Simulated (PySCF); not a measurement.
**Run report: CH4F4SSi2, NMR shielding calculation**

System: CH4F4SSi2.
Method: GIAO PBE0/pcSseg-1 NMR shielding, non-relativistic, gas phase (PySCF 2.14.0).

The geometry comes from this level: GFN2-xTB. It belongs to a series of runs on one base structure; here: H on Si replaced by CHF2. Figures and captions count atoms from 1; the log counts them from 0 in places.

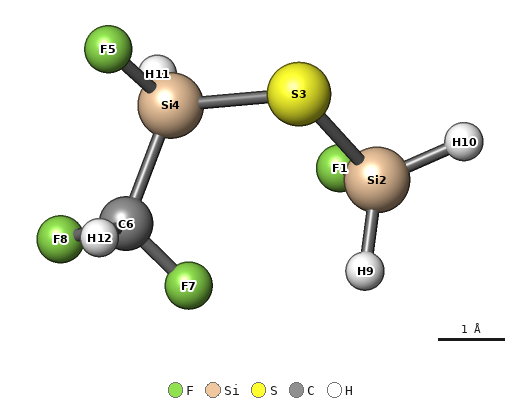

Fig. 1: The structure as given in the input (ball-and-stick view, seen at a tilt; atoms are numbered from 1 in the order of the input). Bond lengths as drawn: C–F 1.36 to 1.37 Å, C–H 1.10 Å, C–Si 1.93 Å, F–Si 1.60 Å, H–Si 1.44 Å and S–Si 2.12 to 2.17 Å.

Key numbers:

```json
{"quantity": "outcome", "value": "converged"}
{"quantity": "total energy", "value": "−1416.340372 hartree"}
{"quantity": "HOMO", "value": "−8.12 eV"}
{"quantity": "LUMO", "value": "−0.92 eV"}
{"quantity": "dipole moment", "value": "1.94 D"}
{"quantity": "isotropic shielding, F", "value": "326.2 to 367.7 ppm"}
{"quantity": "isotropic shielding, Si", "value": "337.7 to 339.1 ppm"}
{"quantity": "isotropic shielding, S", "value": "710.4 ppm"}
{"quantity": "isotropic shielding, C", "value": "59.7 ppm"}
{"quantity": "isotropic shielding, H", "value": "25.3 to 26.1 ppm"}
{"quantity": "hardware", "value": "1 CPU thread, shared host"}
{"quantity": "wall time", "value": "92 s"}
{"quantity": "peak memory", "value": "0.8 GiB"}
```

Input file:
```
{"job": {"kind": "nmr", "xc": "PBE0", "basis": "pcSseg-1"}, "charge": 0, "multiplicity": 1}
F      1.958834    -1.264224     0.781956
Si     2.258553     0.159203     0.104204
S      0.912428     0.323437    -1.587322
Si    -0.881097    -0.559727    -0.884895
F     -1.956125    -0.361034    -2.057903
C     -1.637412     0.468807     0.568425
F     -0.680832     0.915300     1.434652
F     -2.475041    -0.302816     1.310293
H      1.980733     1.159844     1.106441
H      3.573520     0.075226    -0.488671
H     -0.841621    -1.965574    -0.559538
H     -2.210742     1.350871     0.246331
```

The first line tells a small driver script what to run in PySCF; the rest is the geometry in Å.

Command:
```bash
OMP_NUM_THREADS=1 python <driver script> task.json out
```

What the program printed:
```
coarse grid: 12784 points
cycle   1  E = -1416.1133456874  dE =  8.202e-01  |g| = 9.688e-01  |ddm| = 3.198e+00
cycle   2  E = -1415.9154748367  dE =  1.979e-01  |g| = 1.515e+00  |ddm| = 1.610e+00
cycle   3  E = -1416.2688797665  dE = -3.534e-01  |g| = 7.110e-02  |ddm| = 9.911e-01
cycle   4  E = -1416.2695827993  dE = -7.030e-04  |g| = 4.247e-02  |ddm| = 1.062e-01
cycle   5  E = -1416.2699241896  dE = -3.414e-04  |g| = 7.993e-03  |ddm| = 4.214e-02
cycle   6  E = -1416.2699330614  dE = -8.872e-06  |g| = 3.187e-03  |ddm| = 6.610e-03
cycle   7  E = -1416.2699347501  dE = -1.689e-06  |g| = 4.998e-04  |ddm| = 2.691e-03
final grid: 114712 points
cycle   8  E = -1416.3403635713  dE = -3.725e-05  |g| = 6.375e-03  |ddm| = 1.845e-02
cycle   9  E = -1416.3403576851  dE =  5.886e-06  |g| = 8.619e-03  |ddm| = 1.090e-02
cycle  10  E = -1416.3403715348  dE = -1.385e-05  |g| = 6.524e-04  |ddm| = 5.925e-03
cycle  11  E = -1416.3403715903  dE = -5.548e-08  |g| = 2.336e-04  |ddm| = 6.601e-04
cycle  12  E = -1416.3403716003  dE = -1.002e-08  |g| = 4.449e-05  |ddm| = 2.489e-04
cycle  13  E = -1416.3403716007  dE = -3.720e-10  |g| = 1.851e-05  |ddm| = 4.916e-05
```

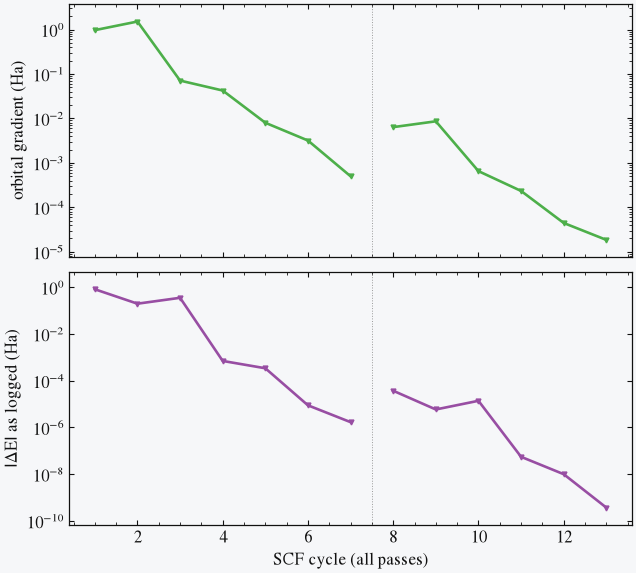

Fig. 2: Convergence of the self-consistent field: orbital gradient and size of the energy change against the SCF cycle. The dotted line marks the change from a coarse to the final integration grid. The first 7 cycles use a coarse grid, the final grid takes over at cycle 8, and the field converges after 13 cycles in all.

```
converged SCF energy = -1416.3403716007

GIAO shielding tensors (ppm)
atom      isotropic    diamagn.    paramagn.     s11        s22        s33       span
  0 F      364.392     471.413    -107.021    328.802    343.839    420.536     91.734
  1 Si     339.114     878.075    -538.961    308.977    320.629    387.735     78.758
  2 S      710.353    1060.991    -350.638    543.321    772.794    814.943    271.623
  3 Si     337.683     877.487    -539.804    299.004    353.826    360.220     61.216
  4 F      367.745     465.838     -98.093    348.995    359.752    394.489     45.494
  5 C       59.747     245.971    -186.224     41.846     64.963     72.431     30.585
  6 F      333.580     476.567    -142.987    207.224    338.123    455.393    248.169
  7 F      326.153     471.544    -145.391    198.748    328.215    451.496    252.748
  8 H       25.873      29.458      -3.585     22.588     24.316     30.716      8.127
  9 H       26.085      27.444      -1.359     22.168     23.757     32.329     10.161
 10 H       26.140      29.031      -2.892     22.708     24.668     31.044      8.336
 11 H       25.348      28.236      -2.888     23.298     25.102     27.644      4.346
```

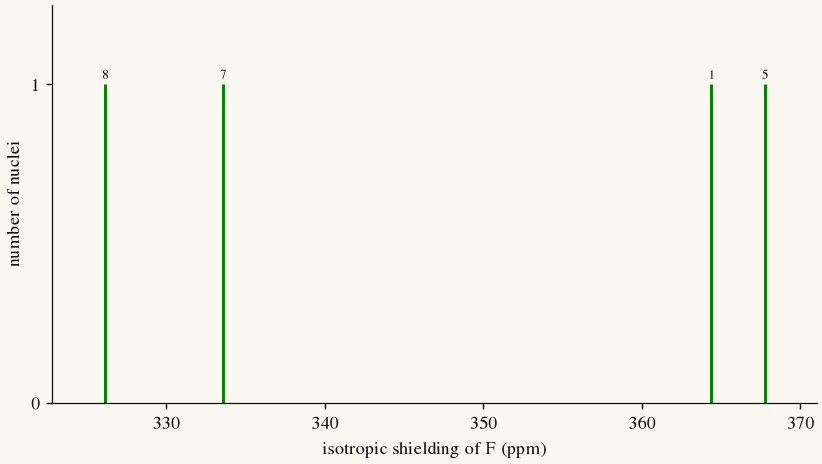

Fig. 3: Isotropic shieldings of the fluorine nuclei in this fixed geometry, labelled by atom number; shielding grows to the right, so chemical shift grows to the left. The least shielded is F8 (326.2 ppm), the most shielded F5 (367.7 ppm).
